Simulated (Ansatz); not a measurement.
# BeTlI3: complex band structure, part 2 of 3

Wanted: the relaxed cell of BeTlI3, its band edges and its decay constants. It is built by putting Be for Ca in the CaTlI3 structure of space group Cmcm, with the volume rescaled by atomic radii. The parent structure comes from the Materials Project.

Ansatz 0.2.0; LDA DFT, plane waves, PAW files (the session's first sound run).

So far. Step 2 (Relaxing the new crystal): The largest force component on a free atom ends at 0.0041 eV/Å.

The structure was built from a prototype and need not be the compound's stable phase.

### 3. The bulk crystal and its band edges

The energy window and the wavevectors of the next steps follow from the band edges, so these are searched first, off the mesh as well.

input.yaml

```yaml
crystal:
  lattice:
    - [1.9348188881, -6.9824313831, 0.0]
    - [1.9348188881, 6.9824313831, 0.0]
    - [0.0, 0.0, 10.6194401879]
  atoms:
    - { symbol: Be, position: [0.0, 0.0, 0.0] }
    - { symbol: Be, position: [0.0, 0.0, 0.5] }
    - { symbol: Tl, position: [0.2616107053, 0.7383892947, 0.25] }
    - { symbol: Tl, position: [0.7383892947, 0.2616107053, 0.75] }
    - { symbol: I, position: [0.6249485477, 0.3750514523, 0.0388201407] }
    - { symbol: I, position: [0.3750514523, 0.6249485477, 0.9611798593] }
    - { symbol: I, position: [0.3750514523, 0.6249485477, 0.5388201407] }
    - { symbol: I, position: [0.6249485477, 0.3750514523, 0.4611798593] }
    - { symbol: I, position: [0.9506643463, 0.0493356537, 0.25] }
    - { symbol: I, position: [0.0493356537, 0.9506643463, 0.75] }
kpoints:
  mp_grid: { grid: [6, 6, 2] }
  band_path: { path: [VBM, CBM], npoints: 30 }
scf:
  occupations: { method: fixed }
hamiltonian:
  xc: lda
output:
  eigenvalues: true
  write_potential: true
  write_density: true
  volumetric_format: npy
```

Started as:

```
> ansatz run input.yaml --threads 2 --pin off --max-ram 4096MiB --backend cpu --events-out ev --progress --plain --runs-dir out
```

Numbers of over 12 decimals in the logs are rounded to 6 here.

The program printed:

```text
[...]
Crystal: 10 atoms, lattice volume = 286.932 Å³
Basis set: ecut = 420 eV, 5619 PW (Γ)
Bands: 80, of which v1, the nominal top of the filled ones, is band 66 counted from 1 (65 counted from 0)
Symmetry: 8 space group operations
[...]
k-points: 26 of 72
[...]
SCF iter   1: F=—  HF=-66608.574591 eV  |F-HF|=—  |Δ(HF+E_count)|=         —  Δρ=4.48e-3  dr2=3.16e-2  ethr=1.77e-3  ⟨swp⟩=5.8  Hψ=7795  notcnv=0  defer=298
[...]
SCF iter   7: F=-66608.564790 eV  HF=-66608.564790 eV  |F-HF|=1.67e-9  |Δ(HF+E_count)|=   1.24e-8  Δρ=1.71e-6  dr2=1.00e-8  ethr=7.58e-11  ⟨swp⟩=14.8  Hψ=11189  notcnv=0
SCF 1 converged in 7 iterations: F = -66608.564790 eV  dr2 = 1.00e-8
[...]
NSCF: frozen V_eff on 52 k-points
[...]
SCF converged after 7 iterations
Free energy (F): -66608.564790 eV
[...]
Internal energy: -66608.564790 eV  (E = F + TS)
E sigma→0 (E₀):  -66608.564790 eV
Fermi energy:    7.665896 eV
[...]
--- Band table (eV; the first three rows and the last of 26) ---
  k-point 0: bands = [... 62 lower, 7.0224, 7.1730, 7.1805, 7.6120, 9.9289, 10.9258, 11.0774, 11.2928, ... 10 higher]
  k-point 1: bands = [... 62 lower, 7.4173, 7.4173, 7.6004, 7.6004, 9.9425, 9.9425, 11.0451, 11.0451, ... 10 higher]
  k-point 2: bands = [... 62 lower, 6.8912, 6.9693, 7.4260, 7.4502, 10.6043, 10.7965, 11.0040, 11.2709, ... 10 higher]
  k-point 25: bands = [... 62 lower, 7.0386, 7.0386, 7.4166, 7.4166, 10.1009, 10.1009, 10.9868, 10.9868, ... 10 higher]
```

The job ended after 43 s (2 threads of AMD EPYC 9R45, shared host; peak memory 0.98 GiB).

In the SCF lines HF is the Harris–Foulkes energy and dr2 the Hartree energy of the density residual, in eV; the loop may stop once dr2 is under the threshold and the program's other checks hold. Hψ counts applications of the Hamiltonian.

This step gave:

```
Fermi energy        : 7.666 eV
gap on the k-mesh   : 1.684 eV
gap on path         : 1.635 eV, by band count; negative where bands overlap
direct gap on path  : 2.443 eV
edge places on path : 0, 0.6267 1/A along the path
```

Electronic bands along the path, in eV, zero at the Fermi level (highest filled level under fixed occupations); v1 is the highest filled band, c1 the lowest empty one:

```csv
point,v4,v3,v2,v1,c1,c2,c3,c4
VBM,-0.55,-0.53,-0.40,0.00,2.67,2.78,2.87,3.09
CBM,-1.49,-1.11,-1.10,-0.81,1.64,2.39,2.81,2.97
```

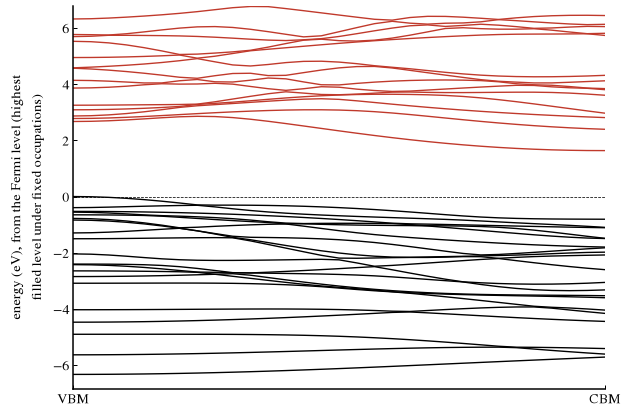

Electronic bands along the path; lines of filled and empty bands in two colours.

The searched edges give 1.64 eV, under the 1.68 eV of the mesh, which misses an edge.

### 4. Complex bands

This step: LDA DFT, plane waves, PAW files; complex bands by layer matching along the plane's normal (Ansatz 0.2.0).

The same crystal is laid in a cell whose first two vectors span the (001) plane (indices of the standard conventional cell, whose axes can be ordered otherwise than in the bulk input). At fixed energy and wavevector in the plane the solver finds all kz, real and complex. A few wavevectors are listed, (0, 0) and (0.2708, -0.3854) in units of the plane's reciprocal vectors; the slowest state needn't be among them.

input.yaml

```yaml
crystal:
  lattice:
    - [7.245541536, 0.0, 0.0]
    - [1.03333177, 3.729118123, 0.0]
    - [0.0, 0.0, 10.619440188]
  atoms:
    - { symbol: Be, position: [0.0, 0.0, 0.0] }
    - { symbol: Be, position: [0.0, 0.0, 0.5] }
    - { symbol: Tl, position: [0.5232214106, 0.7383892947, 0.25] }
    - { symbol: Tl, position: [0.4767785894, 0.2616107053, 0.75] }
    - { symbol: I, position: [0.2498970954, 0.3750514523, 0.0388201407] }
    - { symbol: I, position: [0.7501029046, 0.6249485477, 0.9611798593] }
    - { symbol: I, position: [0.7501029046, 0.6249485477, 0.5388201407] }
    - { symbol: I, position: [0.2498970954, 0.3750514523, 0.4611798593] }
    - { symbol: I, position: [0.9013286926, 0.0493356537, 0.25] }
    - { symbol: I, position: [0.0986713074, 0.9506643463, 0.75] }
kpoints:
  mp_grid: { grid: [6, 6, 2] }
scf:
  occupations: { method: fixed }
hamiltonian:
  xc: lda
output:
  eigenvalues: true
  transmission:
    leads: [[0, 0]]
    kpoints: [[0.0, 0.0], [0.2708, -0.3854]]
    e_range: [-1.0, 2.64]
    de: 0.09
```

The program printed:

```text
[...]
Crystal: 10 atoms, lattice volume = 286.932 Å³
Basis set: ecut = 420 eV, 5619 PW (Γ)
Bands: 80, of which v1, the nominal top of the filled ones, is band 66 counted from 1 (65 counted from 0)
Symmetry: 8 space group operations
[...]
k-points: 26 of 72
[...]
SCF iter   1: F=—  HF=-66608.574532 eV  |F-HF|=—  |Δ(HF+E_count)|=         —  Δρ=4.49e-3  dr2=3.10e-2  ethr=1.77e-3  ⟨swp⟩=5.8  Hψ=7839  notcnv=0  defer=301
[...]
SCF iter   7: F=-66608.564789 eV  HF=-66608.564789 eV  |F-HF|=2.63e-9  |Δ(HF+E_count)|=   5.03e-9  Δρ=1.67e-6  dr2=9.70e-9  ethr=7.58e-11  ⟨swp⟩=14.9  Hψ=11187  notcnv=0
SCF 1 converged in 7 iterations: F = -66608.564789 eV  dr2 = 9.70e-9
[...]
transmission: 14 of 28 steps passed
transmission: 28 of 28 steps passed
SCF converged after 7 iterations
Free energy (F): -66608.564789 eV
[...]
Internal energy: -66608.564789 eV  (E = F + TS)
E sigma→0 (E₀):  -66608.564789 eV
Fermi energy:    7.665896 eV
[...]
--- Band table (eV; the first three rows and the last of 26) ---
  k-point 0: bands = [... 62 lower, 7.0224, 7.1730, 7.1805, 7.6120, 9.9290, 10.9258, 11.0774, 11.2928, ... 10 higher]
  k-point 1: bands = [... 62 lower, 7.4173, 7.4173, 7.6004, 7.6004, 9.9425, 9.9425, 11.0451, 11.0451, ... 10 higher]
  k-point 2: bands = [... 62 lower, 6.8912, 6.9693, 7.4260, 7.4502, 10.6043, 10.7965, 11.0040, 11.2709, ... 10 higher]
  k-point 25: bands = [... 62 lower, 7.0386, 7.0386, 7.4166, 7.4166, 10.1009, 10.1009, 10.9868, 10.9868, ... 10 higher]
--- Transmission ---
  basis      : 241 plane waves across, 14 finite elements along
  points     : 2, as listed
  energies   : 41 from -1.000000 to 2.600000 eV about the Fermi level, 0.090000 eV apart; the leads are filled to 0.841777 eV, and channels, transmission and decay are at 0.800000 eV
  crystal 0  : Tl2I6Be2, at the sites [0, 0], period 10.6194 Å: whole cells are its period
    offset         : up to 0.0000 Å between an atom of the period and one for which it stands
    channels       : 0.000000e0 a spin
    conductance    : none, the energies end too early or step too widely for 300 K: set another output.transmission.e_range or a lower de, or, where they end at an eighth of basis.ecutwfc, a higher one
    slowest decay  : 0.1904 /Å at (0.0000, 0.0000)
```

The job ended after 29 s (2 threads; peak memory 1 GiB).

Numbers from this step:

| Quantity | Value |
| --- | --- |
| level to which the leads are filled | 0.8418 eV from the Fermi level |
| decay constant at the filling level, zone centre | 0.1903 Å⁻¹ |
| decay constant at the filling level, slowest listed point | 0.1904 Å⁻¹ |

K parallel (0, 0); values up to 1.5 1/Å, a degenerate pair printed once or twice; energies at which all values exceed this have no row. Table of Im kz of the slowest decaying states by energy, zero at the highest filled level on the SCF mesh:

```csv
energy (eV),decay 1 (Å⁻¹),decay 2 (Å⁻¹),decay 3 (Å⁻¹),decay 4 (Å⁻¹)
-1.000,0.0596,0.134,0.208,0.276
-0.460,0.243,0.319,0.440,0.801
-0.010,0.0521,0.133,0.376,0.479
0.530,0.170,0.432,0.458,0.599
0.980,0.198,0.450,0.506,0.522
1.520,0.194,0.439,0.451,0.535
1.970,0.151,0.341,0.450,0.545
2.510,0.201,0.454,0.544,0.689
```

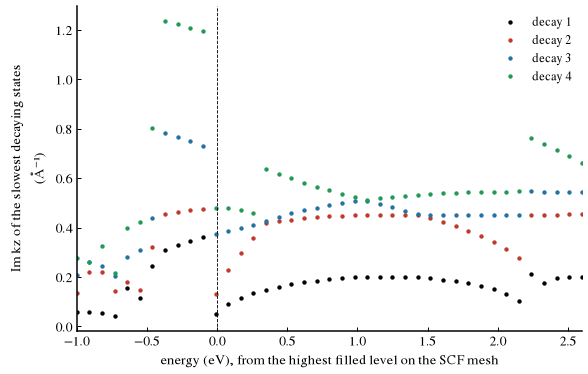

Im kz of the slowest decaying states, plotted against energy.

K parallel (0.2708, -0.3854); values up to 1.5 1/Å, a degenerate pair printed once or twice; energies at which all values exceed this have no row. The Im kz of the slowest decaying states by energy, zero at the highest filled level on the SCF mesh:

```csv
energy (eV),decay 1 (Å⁻¹),decay 2 (Å⁻¹),decay 3 (Å⁻¹),decay 4 (Å⁻¹)
-1.000,0.0801,0.0901,0.334,0.443
-0.460,0.204,0.226,0.308,0.394
-0.010,0.242,0.260,0.339,0.416
0.530,0.267,0.278,0.347,0.374
0.980,0.275,0.281,0.304,0.339
1.520,0.138,0.262,0.281,0.323
1.970,0.221,0.273,0.308,1.12
2.510,0.111,0.155,0.195,0.282
```

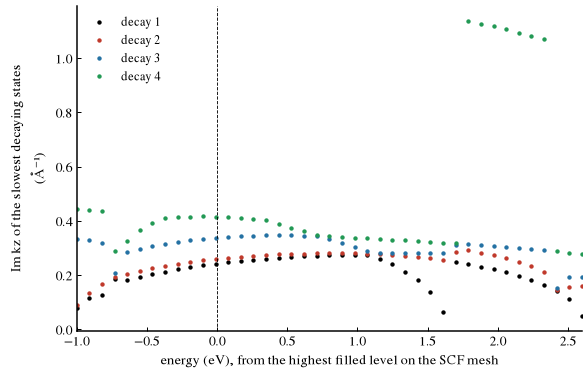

Im kz of the slowest decaying states, plotted against energy.

At the listed wavevectors the last open channel is at -0.10 eV and the next at +1.70 eV on the grid. At +0.80 eV, the grid energy nearest the filling level (the middle of the gap on the SCF mesh), the slowest state at the listed wavevectors decays with κ = 0.190 Å⁻¹, its amplitude falling by e over 5.3 Å. Through 1 nm of this crystal that state's transmission falls by exp(−2 × 0.190 Å⁻¹ × 10 Å) = 0.022.

### 5. Decay over the two-dimensional zone

The listed points could miss the slowest state, so one energy near mid-gap is solved on a mesh of 6×12.

input.yaml, as its differences from that of step 4:

```diff
@@ -24,6 +24,2 @@
   eigenvalues: true
-  transmission:
-    leads: [[0, 0]]
-    kpoints: [[0.0, 0.0], [0.2708, -0.3854]]
-    e_range: [-1.0, 2.64]
-    de: 0.09
+  transmission: { leads: [[0, 0]], kmesh: [6, 12], e_range: [0.82, 0.83], de: 0.05 }
```

The program printed:

```text
[...]
Crystal: 10 atoms, lattice volume = 286.932 Å³
Basis set: ecut = 420 eV, 5619 PW (Γ)
Bands: 80, of which v1, the nominal top of the filled ones, is band 66 counted from 1 (65 counted from 0)
Symmetry: 8 space group operations
[...]
k-points: 26 of 72
[...]
SCF iter   1: F=—  HF=-66608.574532 eV  |F-HF|=—  |Δ(HF+E_count)|=         —  Δρ=4.49e-3  dr2=3.10e-2  ethr=1.77e-3  ⟨swp⟩=5.8  Hψ=7839  notcnv=0  defer=301
[...]
SCF iter   7: F=-66608.564789 eV  HF=-66608.564789 eV  |F-HF|=2.63e-9  |Δ(HF+E_count)|=   5.03e-9  Δρ=1.67e-6  dr2=9.70e-9  ethr=7.58e-11  ⟨swp⟩=14.9  Hψ=11187  notcnv=0
SCF 1 converged in 7 iterations: F = -66608.564789 eV  dr2 = 9.70e-9
[...]
transmission: 56 of 532 steps passed
transmission: 112 of 532 steps passed
[...]
transmission: 532 of 532 steps passed
SCF converged after 7 iterations
Free energy (F): -66608.564789 eV
[...]
Internal energy: -66608.564789 eV  (E = F + TS)
E sigma→0 (E₀):  -66608.564789 eV
Fermi energy:    7.665896 eV
[...]
--- Band table (eV; the first three rows and the last of 26) ---
  k-point 0: bands = [... 62 lower, 7.0224, 7.1730, 7.1805, 7.6120, 9.9290, 10.9258, 11.0774, 11.2928, ... 10 higher]
  k-point 1: bands = [... 62 lower, 7.4173, 7.4173, 7.6004, 7.6004, 9.9425, 9.9425, 11.0451, 11.0451, ... 10 higher]
  k-point 2: bands = [... 62 lower, 6.8912, 6.9693, 7.4260, 7.4502, 10.6043, 10.7965, 11.0040, 11.2709, ... 10 higher]
  k-point 25: bands = [... 62 lower, 7.0386, 7.0386, 7.4166, 7.4166, 10.1009, 10.1009, 10.9868, 10.9868, ... 10 higher]
--- Transmission ---
  basis      : 241 plane waves across, 14 finite elements along
  points     : 38, standing for a mesh of 6 x 12
  energies   : 1 from 0.820000 to 0.820000 eV about the Fermi level; the leads are filled to 0.841777 eV, and channels, transmission and decay are at 0.820000 eV
  crystal 0  : Tl2I6Be2, at the sites [0, 0], period 10.6194 Å: whole cells are its period
[...]
channels       : 0.000000e0 a spin
    conductance    : none, crystal 0 has no channel at the energies, or these end too early or step too widely for 300 K: set another output.transmission.e_range or a lower de, or, where they end at an eighth of basis.ecutwfc, a higher one
    slowest decay  : 0.1914 /Å at (0.0000, 0.0000)
```

Wall time 47 s (2 threads); peak memory 1.4 GiB; 93 s of CPU time.

Numbers from this step:

* least decay constant on the mesh: 0.1914 Å⁻¹

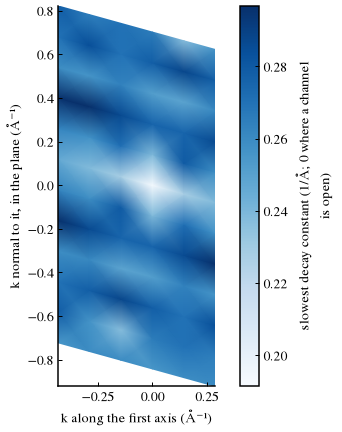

Slowest decay constant (1/Å; 0 where a channel is open) over k1 and k2. At 0.8200 eV from the Fermi level.

The least value on the mesh is 0.191 Å⁻¹ at +0.82 eV. At that energy the listed points give about 0.191 Å⁻¹ by interpolation, so the mesh holds no clearly slower state.

### 6. Band edges at another level, cutoff 1197.3 eV

This step: LDA DFT, plane waves, norm-conserving files (Ansatz 0.2.0).

The edges again with norm-conserving files, at the same atoms. Against that run the cutoff is 1197 eV against 420.

input.yaml

```yaml
crystal:
  lattice:
    - [1.9348188881, -6.9824313831, 0.0]
    - [1.9348188881, 6.9824313831, 0.0]
    - [0.0, 0.0, 10.6194401879]
  atoms:
    - { symbol: Be, position: [0.0, 0.0, 0.0] }
    - { symbol: Be, position: [0.0, 0.0, 0.5] }
    - { symbol: Tl, position: [0.2616107053, 0.7383892947, 0.25] }
    - { symbol: Tl, position: [0.7383892947, 0.2616107053, 0.75] }
    - { symbol: I, position: [0.6249485477, 0.3750514523, 0.0388201407] }
    - { symbol: I, position: [0.3750514523, 0.6249485477, 0.9611798593] }
    - { symbol: I, position: [0.3750514523, 0.6249485477, 0.5388201407] }
    - { symbol: I, position: [0.6249485477, 0.3750514523, 0.4611798593] }
    - { symbol: I, position: [0.9506643463, 0.0493356537, 0.25] }
    - { symbol: I, position: [0.0493356537, 0.9506643463, 0.75] }
kpoints:
  mp_grid: { grid: [6, 6, 2] }
  band_path: { path: [VBM, CBM], npoints: 30 }
scf:
  occupations: { method: fixed }
hamiltonian:
  xc: lda
  pseudopotentials: { kind: nc }
output:
  eigenvalues: true
```

The program printed:

```text
[...]
Crystal: 10 atoms, lattice volume = 286.932 Å³
Basis set: ecut = 1197.300995 eV, 26951 PW (Γ)
Bands: 48, of which v1, the nominal top of the filled ones, is band 38 counted from 1 (37 counted from 0)
Symmetry: 8 space group operations
[...]
k-points: 26 of 72
[...]
SCF iter   1: F=—  HF=-6186.094026 eV  |F-HF|=—  |Δ(HF+E_count)|=         —  Δρ=2.94e-2  dr2=7.63e0  ethr=3.10e-3  ⟨swp⟩=5.8  Hψ=5137  notcnv=0  defer=165
[...]
SCF iter   8: F=-6183.628923 eV  HF=-6183.628923 eV  |F-HF|=8.47e-9  |Δ(HF+E_count)|=   6.50e-8  Δρ=3.40e-6  dr2=4.24e-8  ethr=1.32e-10  ⟨swp⟩=18.8  Hψ=8036  notcnv=0
SCF 1 converged in 8 iterations: F = -6183.628923 eV  dr2 = 4.24e-8
[...]
SCF converged after 8 iterations
Free energy (F): -6183.628923 eV
[...]
Internal energy: -6183.628923 eV  (E = F + TS)
E sigma→0 (E₀):  -6183.628923 eV
Fermi energy:    6.073359 eV
[...]
--- Band table (eV; the first three rows and the last of 26) ---
  k-point 0: bands = [... 34 lower, 5.4244, 5.5806, 5.5871, 6.0197, 8.3383, 9.3296, 9.4879, 9.6978, ... 6 higher]
  k-point 1: bands = [... 34 lower, 5.8250, 5.8250, 6.0042, 6.0042, 8.3507, 8.3507, 9.4517, 9.4517, ... 6 higher]
  k-point 2: bands = [... 34 lower, 5.2983, 5.3767, 5.8290, 5.8554, 9.0135, 9.1999, 9.4089, 9.6751, ... 6 higher]
  k-point 25: bands = [... 34 lower, 5.4419, 5.4419, 5.8243, 5.8243, 8.5083, 8.5083, 9.3934, 9.3934, ... 6 higher]
```

Wall time 2.1 min (2 threads); peak memory 2.3 GiB; 4.2 min of CPU time.

This step gave:

| Item | Value |
| --- | --- |
| free energy | -6183.6289 eV |
| Fermi energy | 6.073 eV |
| gap on the k-mesh | 1.682 eV |
| gap on path | 1.634 eV, by band count; negative where bands overlap |
| direct gap on path | 2.442 eV |

Electronic bands along the path, in eV, zero at the Fermi level (highest filled level under fixed occupations); v1 is the highest filled band, c1 the lowest empty one:

```csv
point,v4,v3,v2,v1,c1,c2,c3,c4
VBM,-0.55,-0.53,-0.40,0.00,2.67,2.77,2.86,3.09
CBM,-1.49,-1.11,-1.10,-0.81,1.63,2.39,2.81,2.96
```

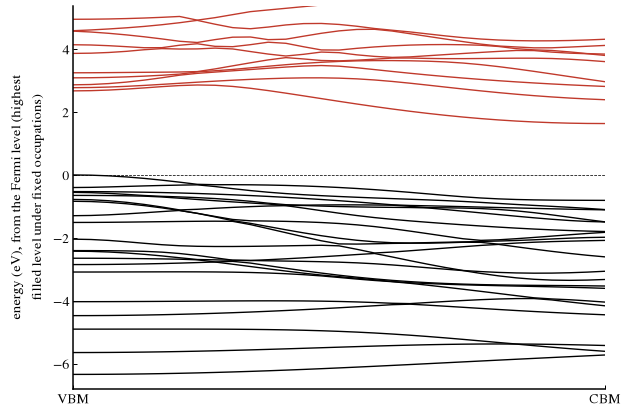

Electronic bands along the path; lines of filled and empty bands in two colours.

The searched edges give 1.63 eV, under the 1.68 eV of the mesh, which misses an edge.

### 7. Complex bands at another level

This step: LDA DFT, plane waves, norm-conserving files; complex bands by layer matching along the plane's normal (Ansatz 0.2.0).

The complex bands at that level, over its own gap, at (0, 0) and (0.2708, -0.3854).

input.yaml

```yaml
crystal:
  lattice:
    - [7.245541536, 0.0, 0.0]
    - [1.03333177, 3.729118123, 0.0]
    - [0.0, 0.0, 10.619440188]
  atoms:
    - { symbol: Be, position: [0.0, 0.0, 0.0] }
    - { symbol: Be, position: [0.0, 0.0, 0.5] }
    - { symbol: Tl, position: [0.5232214106, 0.7383892947, 0.25] }
    - { symbol: Tl, position: [0.4767785894, 0.2616107053, 0.75] }
    - { symbol: I, position: [0.2498970954, 0.3750514523, 0.0388201407] }
    - { symbol: I, position: [0.7501029046, 0.6249485477, 0.9611798593] }
    - { symbol: I, position: [0.7501029046, 0.6249485477, 0.5388201407] }
    - { symbol: I, position: [0.2498970954, 0.3750514523, 0.4611798593] }
    - { symbol: I, position: [0.9013286926, 0.0493356537, 0.25] }
    - { symbol: I, position: [0.0986713074, 0.9506643463, 0.75] }
kpoints:
  mp_grid: { grid: [6, 6, 2] }
scf:
  occupations: { method: fixed }
hamiltonian:
  xc: lda
  pseudopotentials: { kind: nc }
output:
  eigenvalues: true
  transmission:
    leads: [[0, 0]]
    kpoints: [[0.0, 0.0], [0.2708, -0.3854]]
    e_range: [-1.0, 2.63]
    de: 0.09
```

The program printed:

```text
Engine: ansatz 0.2.0, x86_64-unknown-linux-gnu
Pseudopotentials: kind: nc
Pseudopotential: Be, nc, valence charge 4, recommended cutoff 1197.300995 eV (normal), Be.nc.azcp (PseudoDojo's, or run here from an input of PseudoDojo's: the run reads no file of this project's for it)
Pseudopotential: Tl, nc, valence charge 13, recommended cutoff 843.552974 eV (normal), Tl.nc.azcp (PseudoDojo's, or run here from an input of PseudoDojo's: the run reads no file of this project's for it)
Pseudopotential: I, nc, valence charge 7, recommended cutoff 952.398519 eV (normal), I.nc.azcp (PseudoDojo's, or run here from an input of PseudoDojo's: the run reads no file of this project's for it)
Functional definition: SPW92
  exchange = slater_x
  correlation = pw_c
Error: memory limit exceeded: the `transmission` phase of `transmission` needs 7.33 GiB against the run's memory maximum of 4.00 GiB; largest carriers: transmission 6.94 GiB, unmodelled-tail allowance 0.30 GiB, source scf tables 0.08 GiB, source scf state 0.00 GiB; the layers of output.transmission grow with the square of the cell's cross-section: a lower cutoff or a narrower output.transmission.e_range takes less, and so, most of all in a narrow cell, does a wider de; where no e_range is typed, a fill by count is planned with a gap of 40 thermal energies
with nothing else changed it takes a maximum of at least 7.33 GiB, with nothing to spare, and 8.06 GiB leaves up to a tenth: --max-ram 8.06GiB where that set the maximum, else more of the term that did, and with no share typed, where 8.06 GiB is over 0.88 of the host's memory or its container's limit, a share of 0.88 or more that holds the maximum too (--max-ram-frac F), where one does; The budget is ten elevenths of [...]
`transmission` follows the SCF: where the deck gives it k-points, a mesh or a band count of its own, those are what to reduce (not on a resume, whose deck is fixed)
```

The job ended after 0.19 s (2 threads; peak memory 0.27 GiB).

The input was rejected at the start.

The program's message: “Error: memory limit exceeded: the `transmission` phase of `transmission` needs 7.33 GiB against the run's memory maximum of 4.00 GiB; largest carriers: transmission 6.94 GiB, unmodelled-tail allowance …”

(Continued in part 3 of 3.)

[Logs are printed without paths, hosts, clocks, repeated set-up lines and the standing remarks that a program may print on its own settings, such as how far it seeks lower states.]

[Hosts, paths, dates, database ids (printed as entryN), source tags and the programs' standing remarks are cut or masked in the printed files.]
